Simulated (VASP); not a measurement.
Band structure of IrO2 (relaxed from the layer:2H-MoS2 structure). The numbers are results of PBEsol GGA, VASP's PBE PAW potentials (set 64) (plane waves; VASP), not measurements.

The cell holds a wide vacuum, so values per volume refer to the whole cell. Unless said otherwise, spin-orbit coupling is left out, though it shifts the bands of the heavy elements here.

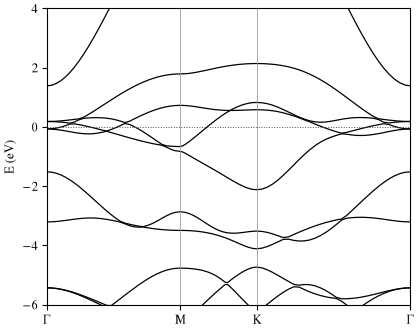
*Bands along high-symmetry lines, zero at the valence-band maximum or, without a gap, the Fermi level*

### Question
Read the plot: is there a gap, and where are the band edges?

### Answer
It has no gap at this level: it comes out as a metal or semimetal. (Edges off the drawn lines would not show.)

The cell is a sheet with vacuum, built from a generated structure.
